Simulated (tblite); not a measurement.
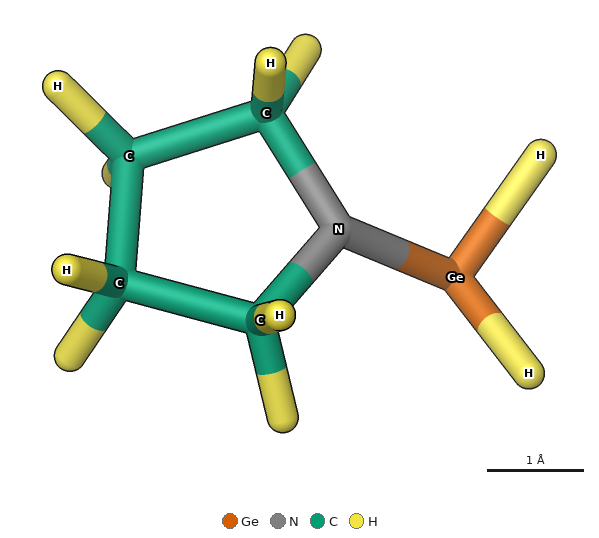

Figure 1. The structure (stick view, seen at a tilt). Sticks mark near contacts. Bond lengths as drawn: C–C 1.53 to 1.54 Å, C–H 1.09 to 1.10 Å, C–N 1.44 Å, Ge–H 1.57 Å and Ge–N 1.86 Å.

**Run report: C₄H₁₀GeN, frequency calculation**

- system: C₄H₁₀GeN, multiplicity 2, SMILES [GeH2][N]1CCCC1
- method: GFN2-xTB harmonic vibrations, gas phase (tblite 0.8.0)

It belongs to a series of runs on one base structure; here: X = H replaced by N-pyrrolidinyl.

The program's output:
```
mode    cm-1     km/mol
  1      19.8      0.17
  2      88.7      0.28
  3     174.3      7.95
  4     204.3      1.36
  5     279.4      5.59
  6     395.7     17.35
  7     586.0     46.77
  8     616.9     13.80
  9     633.9     19.39
 10     709.0      4.96
 11     806.5    209.04
 12     815.9     39.17
 13     871.1      3.15
 14     955.5      0.08
 15     972.4     11.75
 16     994.0      0.13
 17    1012.2     18.83
 18    1085.1      1.81
 19    1093.8      4.03
 20    1166.8      3.35
 21    1173.1     15.82
 22    1178.5      0.90
 23    1203.9      0.22
 24    1236.9      0.27
 25    1279.2      0.45
 26    1286.9      5.83
 27    1302.1      1.64
 28    1315.5     14.87
 29    1464.7    421.51
 30    1469.8      2.70
 31    1475.8     59.39
 32    1482.7      2.62
 33    1502.5      3.77
 34    1622.8    866.36
 35    2877.9     18.94
 36    2881.5     65.16
 37    2963.9     21.17
 38    2977.7     13.97
 39    2984.1     27.57
 40    3001.1     60.33
 41    3013.3     37.54
 42    3019.0     50.02
```

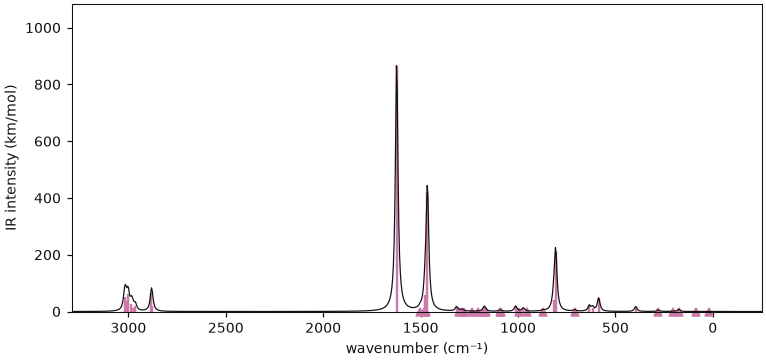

Figure 2. Harmonic infrared spectrum, unscaled: sticks (degenerate modes added up, dark ones marked on the axis) with a Lorentzian envelope of 16 cm⁻¹ full width, scaled to the tallest stick. 42 modes from 20 to 3019 cm⁻¹, none imaginary. The strongest line is at 1623 cm⁻¹ (866 km/mol).

The run was set up as follows.

The input:
```
{"job": {"kind": "ir", "xc": "GFN2-xTB", "basis": "xTB"}, "charge": 0, "multiplicity": 2}
Ge     2.375103    -0.158312    -0.784819
N      0.817234    -0.194319     0.228789
C      0.147222     1.005466     0.643888
C     -1.129057     1.050822    -0.199393
C     -1.500435    -0.432176    -0.342376
C     -0.207682    -1.185668     0.032439
H      3.197612     0.639180     0.291947
H      2.793477    -1.627377    -0.409404
H      0.795154     1.871859     0.507445
H     -0.108740     0.927428     1.709291
H     -1.916592     1.638914     0.267166
H     -0.902777     1.482813    -1.175442
H     -1.817732    -0.666373    -1.357135
H     -2.310281    -0.700514     0.334996
H     -0.348274    -1.740541     0.969172
H      0.108169    -1.902259    -0.727975
```

The first line tells a small driver script what to run in tblite; the rest is the geometry in Å.

Launched with:
```bash
OMP_NUM_THREADS=1 python <driver script> task.json out
```

Key numbers:

```json
{"quantity": "outcome", "value": "converged"}
{"quantity": "total energy", "value": "−503.1563 eV"}
{"quantity": "zero-point energy", "value": "80.3340 kcal/mol"}
{"quantity": "hardware", "value": "1 CPU thread, shared host"}
{"quantity": "peak memory", "value": "0.18 GiB"}
```
